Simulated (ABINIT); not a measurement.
# How the form of the self-energy moves the gap of TiNF (Pmmn)

Aim: compare treatments of exchange, screening and correlation for the gap of TiNF (Pmmn).

Calculated with ABINIT 10.8.3; PBEsol and many-body steps on it, plane waves.

### Step 1. Set-up

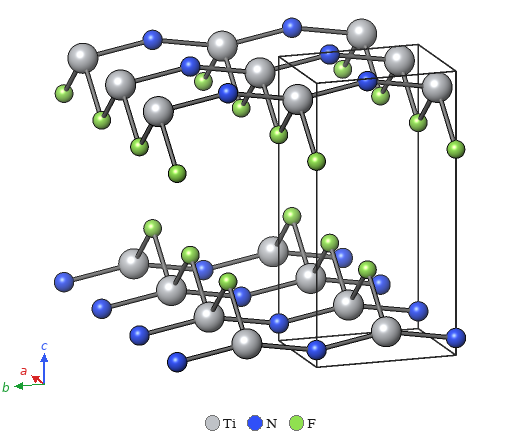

The starting structure, seen from a free direction (titanium light grey, nitrogen blue, fluorine green). 3×2×1 cells are drawn. Some periodic images of atoms are drawn too.

The cell and positions are those that the Materials Project relaxed with its own functionals (PBE, PBE+U or r2SCAN), kept fixed.

### Step 2. Empty states on the mesh, 4×2×1 mesh, 104 bands

This step: ABINIT 10.8.3; DFT, PBEsol, plane waves, norm-conserving pseudopotentials.

The sums over transitions need many empty states on a uniform mesh; this step solves for them.

run.abi reads:

```
acell 3*1.0 Angstrom
rprim 
  3.062004000000 0.000000000000 0.000000000000
  0.000000000000 3.964387000000 0.000000000000
  0.000000000000 0.000000000000 7.870826000000
ntypat 3
znucl 22 7 9
natom 6
typat 1 1 2 2 3 3
xred 
  0.500000000000 0.000000000000 0.895914000000
  0.000000000000 0.500000000000 0.104086000000
  0.500000000000 0.500000000000 0.939316000000
  0.000000000000 0.000000000000 0.060684000000
  0.000000000000 0.000000000000 0.724624000000
  0.500000000000 0.500000000000 0.275376000000
pp_dirpath "pseudos"
pseudos "Ti.upf, N.upf, F.upf"
ecut 38
ngkpt 4 2 1
nshiftk 1
shiftk 0 0 0
kptopt 1
chksymbreak 0
iscf -2
irdden 1
istwfk *1
nband 104
nbdbuf 8
tolwfr 1e-09
nstep 60
prtvol 0
indata_prefix "in"
outdata_prefix "out"
tmpdata_prefix "tmp"
```

Launch:

```bash
$ OMP_NUM_THREADS=1 mpirun -n 4 abinit run.abi > log
```

Numbers of over 12 decimals in the logs are rounded to 6 here.

The log of the run:

```text
.Version 10.8.3 of ABINIT. v10.8.2 released Aug 2026.

 Symmetries : space group Pm m n (# 59); Bravais oP (primitive ortho.)
[... echo of the input left out ...]
== DATASET  1 ==================================================================
-   mpi_nproc: 4, omp_nthreads: 1 (-1 if OMP is not activated)

--- !DatasetInfo
iteration_state: {dtset: 1, }
dimensions: {natom: 6, nkpt: 6, mband: 104, nsppol: 1, nspinor: 1, nspden: 1, mpw: 7264, }
cutoff_energies: {ecut:  38.0, pawecutdg:  -1.0, }
[...]
1.54235    1.56940    1.57149    1.59532    1.61094    1.63322    1.63357    1.65015
   1.66519    1.67925    1.69385    1.70975    1.73073    1.73162    1.75364    1.76401
 prteigrs : prtvol=0 or 1, do not print more k-points.

== END DATASET(S) ==============================================================
================================================================================

 -outvars: echo values of variables after computation  --------
            nband         104
             nkpt           6
          spgroup          59
 [... the other variables as echoed above ...]

 Calculation completed.
```

It took 37 s on 4 MPI ranks of Arm Neoverse V2, shared host; peak memory 0.41 GiB; 2.5 min of CPU time.

This step gave:

* gap: 0.6833 eV
* k of the valence top: 0, 0, 0
* k of the conduction bottom: 0, 0, 0
* least direct gap: 0.6833 eV
* k points computed: 6
* lowest point of the top converged band, above the valence top: 42.13 eV

On this mesh the gap is 0.683 eV.

The density comes from a self-consistent run that is not shown.

### Step 3. Screening, 4×2×1 mesh, 96 bands, screening to 122.5 eV

The RPA dielectric matrix is built and inverted for each q.

This step: RPA screening on PBEsol, plane waves, norm-conserving pseudopotentials.

run.abi, as its differences from that of step 2:

```diff
@@ -24,10 +24,11 @@
 chksymbreak 0
-iscf -2
-irdden 1
 istwfk *1
-nband 104
-nbdbuf 8
-tolwfr 1e-09
-nstep 60
-prtvol 0
+occopt 1
+irdwfk 1
+optdriver 3
+nband 96
+ecuteps 4.5
+inclvkb 2
+awtr 1
+symchi 1
 indata_prefix "in"
```

The log of the run:

```text
.Version 10.8.3 of ABINIT. v10.8.2 released Aug 2026.

 Symmetries : space group Pm m n (# 59); Bravais oP (primitive ortho.)
[... echo of the input left out ...]
== DATASET  1 ==================================================================
-   mpi_nproc: 4, omp_nthreads: 1 (-1 if OMP is not activated)

--- !DatasetInfo
iteration_state: {dtset: 1, }
dimensions: {natom: 6, nkpt: 6, mband: 96, nsppol: 1, nspinor: 1, nspden: 1, mpw: 7264, }
cutoff_energies: {ecut:  38.0, pawecutdg:  -1.0, }
electrons: {nelect:   4.80000000E+01, charge:   0.00000000E+00, occopt:   1.00000000E+00, tsmear:   1.00000000E-02, }

 SCREENING: Calculation of the susceptibility and dielectric matrices

 Based on a program developped by R.W. Godby, V. Olevano, G. Onida, and L. Reining.
 Incorporated in ABINIT by V. Olevano, G.-M. Rignanese, and M. Torrent.
.Using double precision arithmetic ; gwpc =  8

[... cell and pseudopotentials left out ...]
--------------------------------------------------------------------------------

 ==== K-mesh for the wavefunctions ====
 Number of points in the irreducible wedge :     6
[... list of points left out ...]
 Together with  8 symmetry operations and time-reversal symmetry
 yields     8 points in the full Brillouin Zone.

 ==== Q-mesh for the screening function ====
 Number of points in the irreducible wedge :     6
[... list of points left out ...]
 Together with  8 symmetry operations and time-reversal symmetry
 yields     8 points in the full Brillouin Zone.

 setmesh: FFT mesh size selected  =    24x   30x   60
          total number of points  =        43200

 vcoul_init : cutoff-mode = AUXILIARY_FUNCTION
 q-points for optical limit:   1
     1)      0.000010    0.000020    0.000030

- screening: taking advantage of time-reversal symmetry
- Maximum band index for partially occupied states nbvw = 24
- Remaining bands to be divided among processors   nbcw = 72
- Number of bands treated by each node ~18

 Number of electrons calculated from density =   48.0000; Expected =   48.0000
 average of density, n =  0.074446
 r_s =    1.4747
 omega_plasma =   26.3195 [eV]

 calculating chi0 at frequencies [eV] :
  1    0.000000E+00    0.000000E+00
  2    0.000000E+00    2.631945E+01

--------------------------------------------------------------------------------
  q-point number  1        q = ( 0.000000, 0.000000, 0.000000) [r.l.u.]
--------------------------------------------------------------------------------
[... chi0 elements left out ...]
 For q-point:  0.000010 0.000020 0.000030
  dielectric constant =  11.2528
  dielectric constant without local fields =  12.2981

  Average fulfillment of the sum rule on Im[epsilon] for q-point    1 :     48.69  [%]
[... wings left out ...]
  q-point number  2        q = ( 0.250000, 0.000000, 0.000000) [r.l.u.]
--------------------------------------------------------------------------------
[... chi0 elements left out ...]
  Average fulfillment of the sum rule on Im[epsilon] for q-point    2 :     54.44  [%]

 [... 4 further q-points ...]
```

Run time: 23 s. Hardware: 4 MPI ranks; peak memory 1.1 GiB.

Numbers from this step:

| Property | Result |
| --- | --- |
| ε∞ with local fields, on this mesh, along the program's q direction | 11.25 |
| the same without local fields | 12.30 |
| plasma frequency | 26.32 eV |
| plane waves in the screening matrix | 293 |

Local fields lower ε∞ by 8 %. On a Γ-centred mesh this coarse the value itself is usually too large, while a short band sum pulls it down.

### Step 4. G0W0, Godby-Needs plasmon pole

The self-energy is evaluated for the states that the input lists, and the levels follow from it, in one-shot runs by the linearised quasiparticle equation.

This step: G0W0 on PBEsol, plane waves, norm-conserving pseudopotentials.

run.abi, as its differences from that of step 3:

```diff
@@ -27,8 +27,15 @@
 irdwfk 1
-optdriver 3
+optdriver 4
 nband 96
+gwcalctyp 0
+ecutsigx 38
+symsigma 1
+nkptgw 1
+kptgw 
+  0.0000000000 0.0000000000 0.0000000000
+bdgw 
+  23 26
 ecuteps 4.5
-inclvkb 2
-awtr 1
-symchi 1
+irdscr 1
+ppmodel 1
 indata_prefix "in"
```

The log of the run:

```text
.Version 10.8.3 of ABINIT. v10.8.2 released Aug 2026.

 Symmetries : space group Pm m n (# 59); Bravais oP (primitive ortho.)
[... echo of the input left out ...]
== DATASET  1 ==================================================================
-   mpi_nproc: 4, omp_nthreads: 1 (-1 if OMP is not activated)

--- !DatasetInfo
iteration_state: {dtset: 1, }
dimensions: {natom: 6, nkpt: 6, mband: 96, nsppol: 1, nspinor: 1, nspden: 1, mpw: 7264, }
cutoff_energies: {ecut:  38.0, pawecutdg:  -1.0, }
electrons: {nelect:   4.80000000E+01, charge:   0.00000000E+00, occopt:   1.00000000E+00, tsmear:   1.00000000E-02, }

 SIGMA: Calculation of the GW corrections

 Based on a program developped by R.W. Godby, V. Olevano, G. Onida, and L. Reining.
 Incorporated in ABINIT by V. Olevano, G.-M. Rignanese, and M. Torrent.
.Using double precision arithmetic ; gwpc =  8

[... cell and pseudopotentials left out ...]
--------------------------------------------------------------------------------

 ==== K-mesh for the wavefunctions ====
 Number of points in the irreducible wedge :     6
[... list of points left out ...]
 Together with  8 symmetry operations and time-reversal symmetry
 yields     8 points in the full Brillouin Zone.

 ==== Q-mesh for screening function ====
 Number of points in the irreducible wedge :     6
[... list of points left out ...]
 Together with  8 symmetry operations and time-reversal symmetry
 yields     8 points in the full Brillouin Zone.

 vcoul_init : cutoff-mode = AUXILIARY_FUNCTION
 q-points for optical limit:   1
     1)      0.000010    0.000020    0.000030
 setmesh: FFT mesh size selected  =    40x   48x   90
          total number of points  =       172800

 Number of electrons calculated from density =   48.0000; Expected =   48.0000
 average of density, n =  0.074446
 r_s =    1.4747
 omega_plasma =   26.3195 [eV]

 === KS Band Gaps ===
  >>>> For spin  1
   Minimum direct gap =   0.6833 [eV], located at k-point      :   0.0000  0.0000  0.0000
   Fundamental gap    =   0.6833 [eV], Top of valence bands at :   0.0000  0.0000  0.0000
                                       Bottom of conduction at :   0.0000  0.0000  0.0000
 SIGMA fundamental parameters:
 PLASMON POLE MODEL  1
 number of plane-waves for SigmaX                 7201
 number of plane-waves for SigmaC and W            293
 number of plane-waves for wavefunctions          7201
 number of bands                                    96
 number of independent spin polarizations            1
 number of spinorial components                      1
 number of k-points in IBZ                           6
 number of q-points in IBZ                           6
 number of symmetry operations                       8
 number of k-points in BZ                            8
 number of q-points in BZ                            8
 number of frequencies for dSigma/dE                 9
 frequency step for dSigma/dE [eV]                0.25
 number of omega for Sigma on real axis              0
 max omega for Sigma on real axis  [eV]           0.00
 zcut for avoiding poles [eV]                     0.10

 EPSILON^-1 parameters (SCR file):
 dimension of the eps^-1 matrix on file            293
 dimension of the eps^-1 matrix used               293
 number of plane-waves for wavefunctions          7201
 number of bands                                    96
 number of q-points in IBZ                           6
 number of frequencies                               2
 number of real frequencies                          1
 number of imag frequencies                          1

 matrix elements of self-energy operator (all in [eV])

 Perturbative Calculation

--- !SelfEnergy_ee
iteration_state: {dtset: 1, }
kpoint     : [   0.000,    0.000,    0.000, ]
spin       : 1
KS_gap     :    0.683
QP_gap     :    1.717
Delta_QP_KS:    1.033
data: !SigmaeeData |
     Band     E0 <VxcDFT>   SigX SigC(E0)      Z dSigC/dE  Sig(E)    E-E0       E
       23   1.124 -18.907 -21.918   3.657   0.747  -0.338 -18.424   0.483   1.607
       24   2.376 -18.173 -20.423   3.043   0.748  -0.337 -17.580   0.594   2.969
       25   3.059 -19.644 -12.296  -5.171   0.747  -0.338 -18.017   1.627   4.686
       26   3.820 -20.336 -12.144  -5.872   0.739  -0.352 -18.620   1.715   5.536

== END DATASET(S) ==============================================================
================================================================================

 -outvars: echo values of variables after computation  --------
           etotal      0.0000000000E+00
            nband          96
             nkpt           6
          spgroup          59
 [... the other variables as echoed above ...]

 Calculation completed.
```

Wall time 5.5 s (4 MPI ranks); peak memory 0.86 GiB; 22 s of CPU time.

This step gave:

- G0W0 gap on the points computed: 1.717 eV
- starting gap on the mesh: 0.6833 eV
- k of the valence top: 0, 0, 0
- k of the conduction bottom: 0, 0, 0
- Z at the valence top: 0.748
- Z at the conduction bottom: 0.747
- least direct G0W0 gap on the computed points: 1.717 eV

The gap on the mesh goes from 0.68 eV to 1.72 eV, a correction of +1.03 eV.

### Step 5. G0W0, Hybertsen-Louie plasmon pole

run.abi, as its differences from that of step 4:

```diff
@@ -39,3 +39,3 @@
 irdscr 1
-ppmodel 1
+ppmodel 2
 indata_prefix "in"
```

The log of the run:

```text
.Version 10.8.3 of ABINIT. v10.8.2 released Aug 2026.

 Symmetries : space group Pm m n (# 59); Bravais oP (primitive ortho.)
[... echo of the input left out ...]
== DATASET  1 ==================================================================
-   mpi_nproc: 4, omp_nthreads: 1 (-1 if OMP is not activated)

--- !DatasetInfo
iteration_state: {dtset: 1, }
dimensions: {natom: 6, nkpt: 6, mband: 96, nsppol: 1, nspinor: 1, nspden: 1, mpw: 7264, }
cutoff_energies: {ecut:  38.0, pawecutdg:  -1.0, }
electrons: {nelect:   4.80000000E+01, charge:   0.00000000E+00, occopt:   1.00000000E+00, tsmear:   1.00000000E-02, }

 SIGMA: Calculation of the GW corrections

 Based on a program developped by R.W. Godby, V. Olevano, G. Onida, and L. Reining.
 Incorporated in ABINIT by V. Olevano, G.-M. Rignanese, and M. Torrent.
.Using double precision arithmetic ; gwpc =  8

[... cell and pseudopotentials left out ...]
--------------------------------------------------------------------------------

 ==== K-mesh for the wavefunctions ====
 Number of points in the irreducible wedge :     6
[... list of points left out ...]
 Together with  8 symmetry operations and time-reversal symmetry
 yields     8 points in the full Brillouin Zone.

 ==== Q-mesh for screening function ====
 Number of points in the irreducible wedge :     6
[... list of points left out ...]
 Together with  8 symmetry operations and time-reversal symmetry
 yields     8 points in the full Brillouin Zone.

 vcoul_init : cutoff-mode = AUXILIARY_FUNCTION
 q-points for optical limit:   1
     1)      0.000010    0.000020    0.000030
 setmesh: FFT mesh size selected  =    40x   48x   90
          total number of points  =       172800

 Number of electrons calculated from density =   48.0000; Expected =   48.0000
[...]
number of k-points in IBZ                           6
 number of q-points in IBZ                           6
 number of symmetry operations                       8
 number of k-points in BZ                            8
 number of q-points in BZ                            8
 number of frequencies for dSigma/dE                 9
 frequency step for dSigma/dE [eV]                0.25
 number of omega for Sigma on real axis              0
 max omega for Sigma on real axis  [eV]           0.00
 zcut for avoiding poles [eV]                     0.10

 EPSILON^-1 parameters (SCR file):
 dimension of the eps^-1 matrix on file            293
 dimension of the eps^-1 matrix used               293
 number of plane-waves for wavefunctions          7201
 number of bands                                    96
 number of q-points in IBZ                           6
 number of frequencies                               2
 number of real frequencies                          1
 number of imag frequencies                          1

 matrix elements of self-energy operator (all in [eV])

 Perturbative Calculation

--- !SelfEnergy_ee
iteration_state: {dtset: 1, }
kpoint     : [   0.000,    0.000,    0.000, ]
spin       : 1
KS_gap     :    0.683
QP_gap     :    2.249
Delta_QP_KS:    1.565
data: !SigmaeeData |
     Band     E0 <VxcDFT>   SigX SigC(E0)      Z dSigC/dE  Sig(E)    E-E0       E
       23   1.124 -18.907 -21.918   3.489   0.833  -0.201 -18.509   0.398   1.522
       24   2.376 -18.173 -20.423   2.900   0.829  -0.206 -17.634   0.540   2.915
       25   3.059 -19.644 -12.296  -4.833   0.837  -0.195 -17.539   2.105   5.164
       26   3.820 -20.336 -12.144  -5.466   0.835  -0.198 -18.060   2.276   6.096

== END DATASET(S) ==============================================================
================================================================================

 -outvars: echo values of variables after computation  --------
           etotal      0.0000000000E+00
            nband          96
             nkpt           6
          spgroup          59
 [... the other variables as echoed above ...]

 Calculation completed.
```

The job ended after 5.5 s (4 MPI ranks; peak memory 0.85 GiB).

Numbers from this step:

```
G0W0 gap on the points computed              : 2.249 eV
starting gap on the mesh                     : 0.6833 eV
k of the valence top                         : 0, 0, 0
k of the conduction bottom                   : 0, 0, 0
Z at the valence top                         : 0.829
Z at the conduction bottom                   : 0.837
least direct G0W0 gap on the computed points : 2.249 eV
```

Against G0W0 in ABINIT (4×2×1 mesh, 96 bands, screening to 122.5 eV, Godby-Needs plasmon pole), the gap moves by +0.532 eV.

### Step 6. G0W0, von der Linden-Horsch plasmon pole

run.abi, as its differences from that of step 5:

```diff
@@ -39,3 +39,3 @@
 irdscr 1
-ppmodel 2
+ppmodel 3
 indata_prefix "in"
```

The log of the run:

```text
.Version 10.8.3 of ABINIT. v10.8.2 released Aug 2026.

 Symmetries : space group Pm m n (# 59); Bravais oP (primitive ortho.)
[... echo of the input left out ...]
== DATASET  1 ==================================================================
-   mpi_nproc: 4, omp_nthreads: 1 (-1 if OMP is not activated)

--- !DatasetInfo
iteration_state: {dtset: 1, }
dimensions: {natom: 6, nkpt: 6, mband: 96, nsppol: 1, nspinor: 1, nspden: 1, mpw: 7264, }
cutoff_energies: {ecut:  38.0, pawecutdg:  -1.0, }
[...]
24   2.376 -18.173 -20.423   2.951   0.824  -0.214 -17.595   0.578   2.954
       25   3.059 -19.644 -12.296  -5.222   0.828  -0.208 -17.884   1.760   4.819
       26   3.820 -20.336 -12.144  -5.842   0.825  -0.213 -18.398   1.938   5.758

== END DATASET(S) ==============================================================
================================================================================

 -outvars: echo values of variables after computation  --------
           etotal      0.0000000000E+00
            nband          96
             nkpt           6
          spgroup          59
 [... the other variables as echoed above ...]

 Calculation completed.
```

The job ended after 4.8 s (4 MPI ranks; peak memory 0.81 GiB; 19 s of CPU time).

Numbers from this step:

| Quantity | Value |
| --- | --- |
| G0W0 gap on the points computed | 1.865 eV |
| starting gap on the mesh | 0.6833 eV |
| k of the valence top | 0, 0, 0 |
| k of the conduction bottom | 0, 0, 0 |
| least direct G0W0 gap on the computed points | 1.865 eV |

Against G0W0 in ABINIT (4×2×1 mesh, 96 bands, screening to 122.5 eV, Godby-Needs plasmon pole), the gap moves by +0.148 eV.

(Continued in part 2 of 2.)

[Paths, hosts, dates, memory and timing lines, banners, echoed tables and standing remarks are left out of the program output.]

[Logs are printed without paths, hosts, clocks, repeated set-up lines and the standing remarks that a program may print on its own settings, such as how far it seeks lower states.]

[Runs of the session that timed out or met a known fault of the program may be left out.]

[Hosts, paths, dates, database ids (printed as entryN), source tags and the programs' standing remarks are cut or masked in the printed files.]

[G0W0 gaps are taken among the corrected bands and points alone; a level outside them can change the order at an edge.]

[Where Ansatz stands beside ABINIT at settings called matched, ABINIT's density can come from a denser mesh and the files from another edition; pairs whose starting gaps differed by over 0.03 eV were left out, so agreement reads better than it is.]
